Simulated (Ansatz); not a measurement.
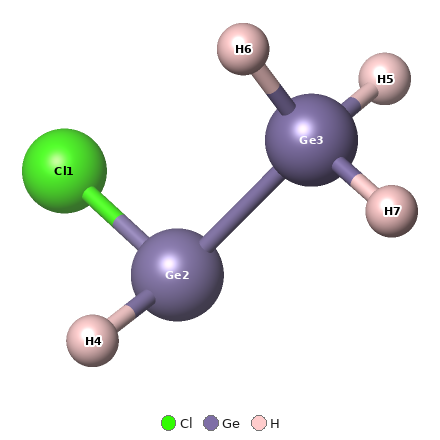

The system is ClGe2H4, SMILES [Cl][GeH][GeH3], spin multiplicity 2; the picture shows the reference structure. Coordinates scanned: (1) angle Ge2–Ge3–H6; (2) angle H7–Ge3–H5. Nothing is relaxed (all other coordinates rigid). Grid: 9 × 9 points. Points are written as (first, second). All energies are given in kcal/mol relative to the lowest grid point. These are results of UKS PBE0-D4/def2-TZVP in Ansatz 0.2.0, not measurements.

Its coordinates:

```xyz
7

Cl   -2.4390   -1.3320    0.5964
Ge   -0.4361   -1.3846   -0.2346
Ge    0.4131    0.9040   -0.2201
H     0.3417   -2.3750    0.6727
H    -0.4971    1.7564   -1.1124
H     0.4217    1.4660    1.2111
H     1.8408    0.8955   -0.7879
```

Range: angle Ge2–Ge3–H6 from 75.5 to 145.5°; angle H7–Ge3–H5 from 84.8 to 134.8°.

Question: What will the energy surface look like?

Answer: The lowest grid point is at (110.5°, 109.8°). It is the only kind of minimum in the scanned range. The highest grid point, (75.5°, 84.8°), lies 23.6 kcal/mol above the lowest. Round the minimum the two coordinates are weakly coupled (coupling 0.13 in units of the two stiffnesses).

```csv
"angle H7–Ge3–H5 ↓, angle Ge2–Ge3–H6 →",75.5,84.2,93.0,101.7,110.5,119.2,128.0,136.7,145.5
134.8,17.3,13.0,9.9,8.3,8.1,9.3,12.1,16.3,22.0
128.6,14.4,9.9,6.7,4.9,4.6,5.7,8.4,12.6,18.3
122.3,12.6,7.9,4.4,2.5,2.0,3.1,5.7,9.8,15.5
116.1,11.8,6.9,3.3,1.1,0.5,1.4,3.9,7.9,13.6
109.8,12.0,6.9,3.1,0.8,0.0,0.8,3.1,7.0,12.6
103.6,13.3,8.0,3.9,1.5,0.5,1.1,3.3,7.1,12.5
97.3,15.6,10.1,5.9,3.3,2.1,2.6,4.6,8.2,13.5
91.1,19.0,13.3,9.0,6.1,4.8,5.0,6.8,10.3,15.4
84.8,23.6,17.8,13.2,10.1,8.6,8.6,10.2,13.4,18.3
```

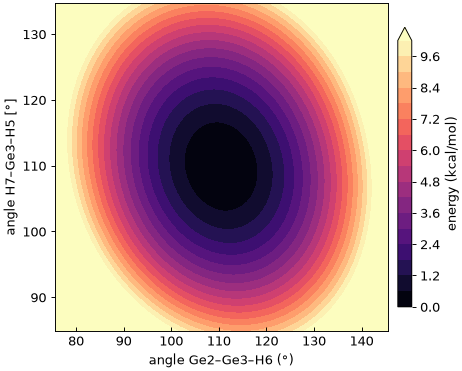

The picture shows filled contours, one colour for all values above the top of the scale. Between grid points the surface is interpolated.

Time for the 81 points that were run: 46 min on 1 thread of Arm Neoverse N1 (shared host).
